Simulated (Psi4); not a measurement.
# C2H3BF (SMILES C=[C]BF) at USVWN5/def2-SVPD

Aim: the vertical electron affinity of C2H3BF at USVWN5/def2-SVPD, from 2 runs. 

The results are computed with Psi4 1.11.

### 1 The system as given

C2H3BF has 7 atoms, charge 0, and is taken as a doublet. As SMILES, `C=[C]BF`. Geometry: relaxed at GFN2-xTB.

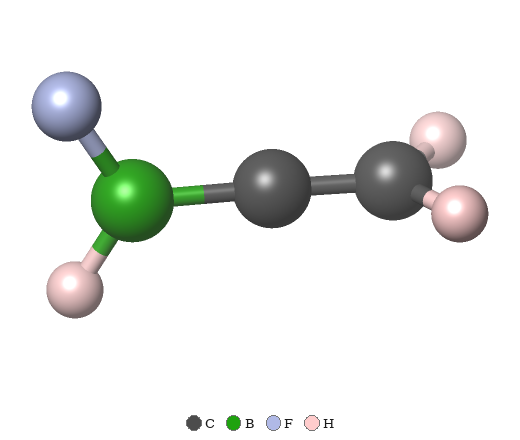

The structure, seen from a chosen angle (carbon dark grey, boron green, fluorine light blue, hydrogen pink).

### 2 Energy and gradient at USVWN5/def2-SVPD

input.dat

```
memory 1.6 GB

molecule {
  0 2
  C     -0.739240     1.166810     0.113650
  C     -0.055700     0.085330     0.002100
  B      0.727900    -1.161970    -0.160850
  F      1.279660    -1.738220     0.911270
  H     -0.299040     2.156100     0.042360
  H     -1.809590     1.177770     0.290350
  H      0.896010    -1.685820    -1.198900
  symmetry c1
}

set {
  basis                def2-SVPD
  reference            uks
  puream               true
  e_convergence        1e-09
  d_convergence        1e-08
  scf_type             pk
  dft_radial_points    99
  dft_spherical_points 590
  maxiter              200
}

energy_value, wavefunction = gradient("scf", dft_functional={"name": "SVWN5", "x_functionals": {"LDA_X": {}}, "c_functionals": {"LDA_C_VWN": {}}}, return_wfn=True)
```

The run is started by

```sh
$ psi4 -i input.dat -o output.dat -n 1
```

output.dat:

```text
[...]
  Running in c1 symmetry.
[...]
  Nuclear repulsion =   88.617305522116666
[...]
  Multiplicity = 2
[...]
  Nalpha       = 15
  Nbeta        = 14
[...]
    Number of basis functions: 107
[...]
   @UKS iter   1:  -200.59973718709898   -2.59247e-01   6.46717e-03 DIIS/ADIIS
[...]
   @UKS iter  13:  -200.87924529556071   -3.49587e-12   3.60068e-09 DIIS
[...]
   @S^2 Observed:                7.534547137E-01
[...]
    Orbital Energies [Eh]
    ---------------------
    Alpha Occupied:
       1A    -24.105661     2A     -9.833782     3A     -9.818944
       4A     -6.477821     5A     -1.081775     6A     -0.715359
       7A     -0.553247     8A     -0.484016     9A     -0.438600
      10A     -0.430230    11A     -0.416968    12A     -0.405742
      13A     -0.308689    14A     -0.283410    15A     -0.220876
    Alpha Virtual:
      16A     -0.068244    17A     -0.031698    18A      0.003155
      19A      0.036731    20A      0.068881    21A      0.072158
      22A      0.085200    23A      0.105598    24A      0.121831
      25A      0.122237    26A      0.138571    27A      0.145416
[...]
  @UKS Final Energy:  -200.87924529556071
   => Energetics <=
    Nuclear Repulsion Energy =             88.6173055221166663
    One-Electron Energy =                -451.2890517296445978
    Two-Electron Energy =                 186.4900074112925097
    DFT Exchange-Correlation Energy =     -24.6975064993253071
    Empirical Dispersion Energy =           0.0000000000000000
    VV10 Nonlocal Energy =                  0.0000000000000000
    Total Energy =                       -200.8792452955607075
[...]
 Multipole Moments:
 ------------------------------------------------------------------------------------
     Multipole            Electronic (a.u.)      Nuclear  (a.u.)        Total (a.u.)
 ------------------------------------------------------------------------------------
 L = 1.  Multiply by 2.5417464519 to convert [e a0] to [Debye]
 Dipole X            :          2.8594297           -3.3842497           -0.5248200
 Dipole Y            :         -3.9993056            4.7604221            0.7611164
 Dipole Z            :          1.5889888           -1.7760239           -0.1870351
 Magnitude           :                                                    0.9432478
[...]
  -Total Gradient:
     Atom            X                  Y                   Z
    ------   -----------------  -----------------  -----------------
       1        0.002477081705    -0.004153884144    -0.000004240365
       2       -0.005950305505     0.009256231904     0.000082626798
       3       -0.002289386697    -0.000057006343    -0.014270333506
       4       -0.000572675034     0.000191195129    -0.002661562722
       5       -0.008939981255    -0.015216397423     0.001425155821
       6        0.017509802044     0.001882745500    -0.002924821585
       7       -0.002247037971     0.008110525314     0.018327758109
[...]
```

Run time: 23 s. Hardware: 1 thread of AMD EPYC 9R45 (Zen 5), shared host; peak memory 0.62 GiB.

### 3 The singlet anion

run.py

```python
import psi4

psi4.set_memory(1600000000)
psi4.set_num_threads(1)
psi4.set_output_file('run.log', False)

geom = psi4.geometry("""
-1 1
C     -0.739240     1.166810     0.113650
C     -0.055700     0.085330     0.002100
B      0.727900    -1.161970    -0.160850
F      1.279660    -1.738220     0.911270
H     -0.299040     2.156100     0.042360
H     -1.809590     1.177770     0.290350
H      0.896010    -1.685820    -1.198900
units angstrom
symmetry c1
no_reorient
no_com
""")

options = {'basis': 'def2-SVPD', 'puream': True, 'e_convergence': 1e-09, 'd_convergence': 1e-08, 'scf_type': 'pk', 'dft_radial_points': 99, 'dft_spherical_points': 590}
psi4.set_options(options)

energy_value = psi4.gradient('scf', dft_functional={"name": "SVWN5", "x_functionals": {"LDA_X": {}}, "c_functionals": {"LDA_C_VWN": {}}})
print('gradient / Eh bohr^-1')
print(energy_value.np.round(6))
```

The run is started by

```sh
$ python run.py
```

run.log:

```text
[...]
  Running in c1 symmetry.
[...]
  Nuclear repulsion =   88.617305522116666
[...]
  Multiplicity = 1
[...]
  Nalpha       = 15
  Nbeta        = 15
[...]
    Number of basis functions: 107
[...]
   @RKS iter   1:  -200.38298521812959   -4.24954e-02   8.82478e-03 ADIIS/DIIS
[...]
   @RKS iter  13:  -200.94171545532583   -6.22435e-12   4.56939e-09 DIIS
[...]
    Orbital Energies [Eh]
    ---------------------
    Doubly Occupied:
       1A    -23.874686     2A     -9.580230     3A     -9.543084
       4A     -6.211356     5A     -0.854078     6A     -0.457880
       7A     -0.295218     8A     -0.253978     9A     -0.196613
      10A     -0.188197    11A     -0.179636    12A     -0.176709
      13A     -0.073470    14A     -0.042144    15A      0.055153
[...]
  @RKS Final Energy:  -200.94171545532583
   => Energetics <=
    Nuclear Repulsion Energy =             88.6173055221166663
    One-Electron Energy =                -458.3141342109743732
    Two-Electron Energy =                 193.7236334022522612
    DFT Exchange-Correlation Energy =     -24.9685201687204028
    Empirical Dispersion Energy =           0.0000000000000000
    VV10 Nonlocal Energy =                  0.0000000000000000
    Total Energy =                       -200.9417154553258342
[...]
 Multipole Moments:
 ------------------------------------------------------------------------------------
     Multipole            Electronic (a.u.)      Nuclear  (a.u.)        Total (a.u.)
 ------------------------------------------------------------------------------------
 L = 1.  Multiply by 2.5417464519 to convert [e a0] to [Debye]
 Dipole X            :        -17.9387262           17.3366876           -0.6020386
 Dipole Y            :         24.1333901          -23.2302899            0.9031003
 Dipole Z            :        -13.7517806           13.6541972           -0.0975833
 Magnitude           :                                                    1.0897537
[...]
  -Total Gradient:
     Atom            X                  Y                   Z
    ------   -----------------  -----------------  -----------------
       1        0.014099866078    -0.022781453821    -0.002390929002
       2       -0.043490050199     0.070663579763     0.013863622446
       3        0.039528529866    -0.060532466561     0.001116994435
       4       -0.021748058469     0.024827092231    -0.034056788078
       5       -0.008028681014    -0.022856768776     0.001195521877
       6        0.023945646893    -0.002126019250    -0.004100513742
       7       -0.004319530373     0.012819239775     0.024347294054
[...]
```

The script printed:

```text
gradient / Eh bohr^-1
[[ 0.0141   -0.022781 -0.002391]
 [-0.04349   0.070664  0.013864]
 [ 0.039529 -0.060532  0.001117]
 [-0.021748  0.024827 -0.034057]
 [-0.008029 -0.022857  0.001196]
 [ 0.023946 -0.002126 -0.004101]
 [-0.00432   0.012819  0.024347]]
```

It took 14 s on 1 thread of AMD EPYC 9R45 (Zen 5), shared host; peak memory 0.61 GiB.

### 4 What came out

Level: USVWN5/def2-SVPD.

| quantity | value |
| --- | --- |
| doublet C2H3BF: total energy | -200.87925 Eh |
| doublet C2H3BF: dipole moment | 2.40 D |
| doublet C2H3BF: HOMO energy (highest over α and β) | -6.01 eV |
| doublet C2H3BF: LUMO energy (lowest over α and β) | -4.95 eV |
| doublet C2H3BF: ⟨S²⟩ | 0.753 |
| doublet C2H3BF: largest force on an atom | 1.037 eV/Å |
| singlet anion: total energy | -200.94172 Eh |
| singlet anion: HOMO energy | 1.50 eV |
| singlet anion: LUMO energy | 4.14 eV |
| singlet anion: HOMO–LUMO gap (to an unbound level, set by the basis) | 2.64 eV |
| singlet anion: largest force on an atom | 4.326 eV/Å |
| vertical electron affinity (to the singlet anion) | 1.700 eV |

**Reading.** At fixed nuclei the extra electron is bound by 1.70 eV (39 kcal/mol). The largest force (doublet C2H3BF) is 1.04 eV/Å: the shape isn't a stationary point for this species at this level. The HOMO (singlet anion) lies at positive energy, 1.50 eV, as semi-local functionals often give for anions; only total energies tell whether the electron is bound.
